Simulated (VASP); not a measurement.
Band structure of MgSe (space group P6_3mc). All values below come from LDA (Ceperley-Alder, Perdew-Zunger), VASP's LDA PAW potentials (set 64) (plane waves; VASP).

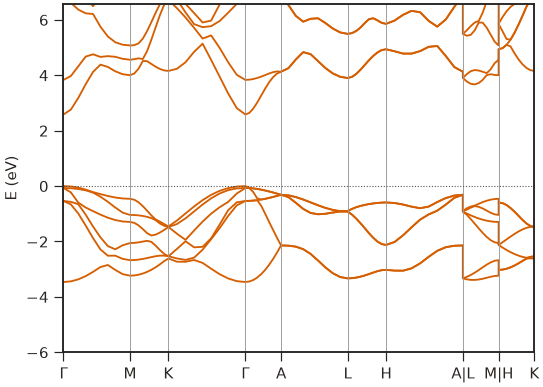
Figure: Bands along high-symmetry lines, zero at the valence-band maximum or, without a gap, the Fermi level

Problem. Read the plot: is there a gap, and where are the band edges?

Solution. The gap is direct, 2.59 eV, from the valence maximum at Γ to the conduction minimum at Γ. (Edges off the drawn lines would not show.)

The structure comes from a computed database's MgSe entry (P6_3mc); how it stands against other phases isn't given here. It was relaxed first.
